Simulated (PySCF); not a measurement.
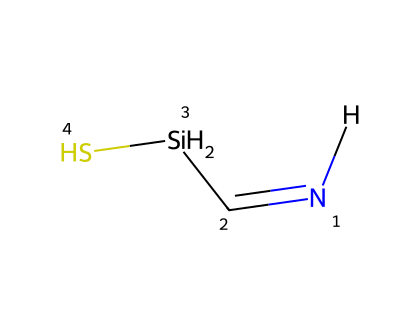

A structural formula, with wedges where it has stereocentres; small numbers name the atoms. The configuration is that of a computed structure (PBE0-D3(BJ)/def2-SVP).

Question: What are the Cahn–Ingold–Prelog descriptors?

Answer: N1=C2: Z.
